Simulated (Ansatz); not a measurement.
# C₂H₈GeO (charge +1, doublet): what the fields show

```xyz
12

C     0.2125   -0.0784   -2.0346
C     0.4072   -1.3609   -1.2367
Ge   -0.8734   -1.4982    0.2392
O    -0.3792    0.1880    1.2891
H    -0.7976    0.0008   -2.4629
H     0.4075    0.8224   -1.4353
H     0.9232   -0.0724   -2.8770
H     0.2168   -2.2680   -1.8370
H     1.4215   -1.4694   -0.8214
H    -2.3148   -0.9924   -0.0317
H    -1.0512    0.7166    1.7500
H     0.4636    0.2752    1.7631
```

Geometry: PBE0-D3(BJ)/def2-SVP.

Theory: isolated molecule in a Gaussian basis; Kohn-Sham density functional theory, functional PBE0 (Ansatz).

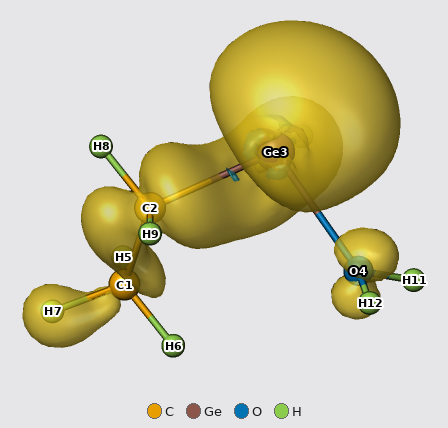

Figure 1. Isosurfaces of the spin density (α minus β) at +0.015 (yellow) and −0.015 e/Å³ (cyan), seen at a tilt.

> Describe the spin distribution.

The unpaired spin (1 electron) lies mostly on Ge3 (about 0.7), C2 (about 0.1) and H10 (about 0.1), in electrons by Hirshfeld's partition.

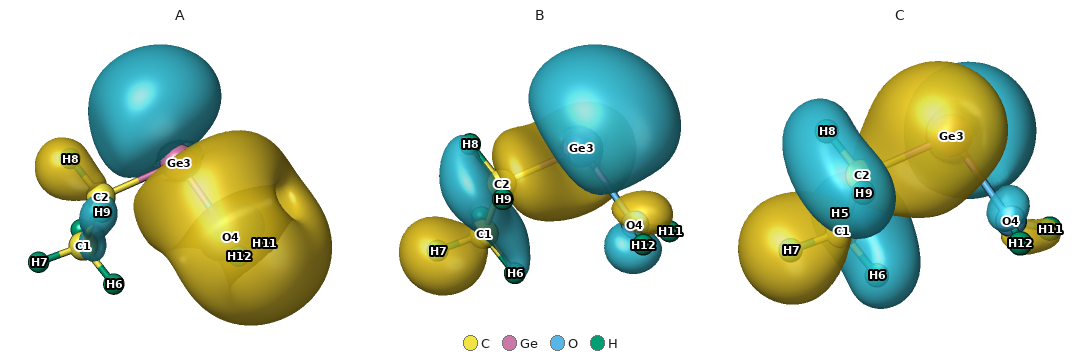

Figure 2. Three frontier orbitals at ±0.06 Å⁻³ᐟ² (yellow and cyan are the two phases), in no order.

> Which picture is the HOMO−1, the HOMO and the LUMO? All are α orbitals.

C is the HOMO−1 (α) (−13.89 eV). Its weight (Hirshfeld) is mainly on Ge3 (about 30 %), C2 (about 20 %), H10 (about 15 %), C1 (about 15 %) and H7 (about 10 %). B is the HOMO (α) (−11.55 eV). By Hirshfeld shares it lies mainly on Ge3 (about 65 %), C2 (about 15 %), H10 (about 5 %) and C1 (about 5 %). A is the LUMO (α) (−6.19 eV). By Hirshfeld shares it lies mainly on Ge3 (about 55 %), O4 (about 15 %), H11 (about 10 %) and H12 (about 10 %).

> What is the gap between the highest occupied and lowest empty α orbitals?

5.36 eV between the orbital energies.

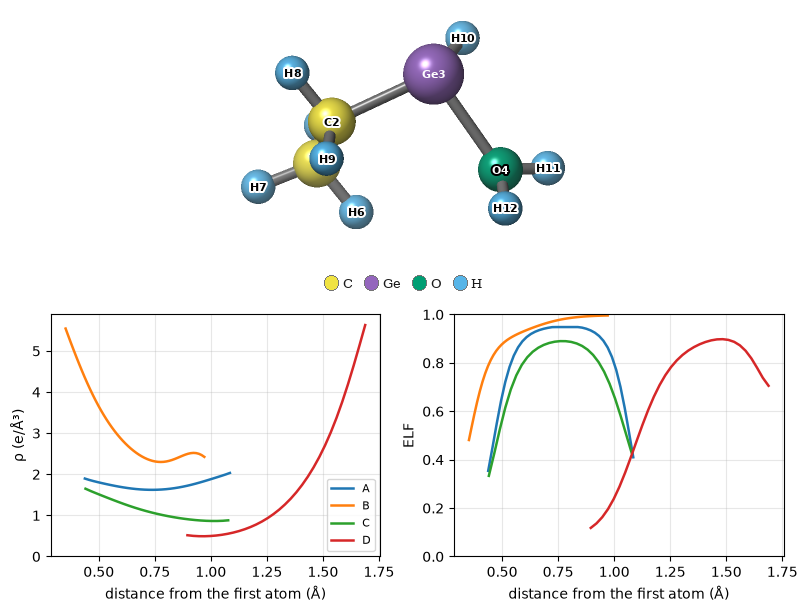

Figure 3. Electron density and electron localisation function along straight lines between neighbouring atoms. The curves leave out the atomic cores. The structure is drawn too.

> Which curve belongs to which contact (C–C, C–Ge, Ge–O and O–H)? The first atom named is at distance zero.

Curve A: C–C (1.52 Å): the density is about 1.6 e/Å³ at the midpoint; the ELF peaks at about 0.95 between the atoms, as expected for a covalent bond. Curve B: O–H (0.97 Å): ρ is about 3.8 e/Å³ halfway; the ELF climbs to about 1 towards the hydrogen, as it does in any bond to H: a covalent bond by its length. Curve C: C–Ge (1.96 Å): ρ is about 0.87 e/Å³ halfway; the ELF peaks at about 0.90 between the atoms: a shared electron pair. Curve D: Ge–O (2.05 Å): ρ at the midpoint is about 0.51 e/Å³; the ELF peaks at about 0.90 in the valence shell of O, 0.6 Å from its nucleus, and is about 0.30 at the midpoint.
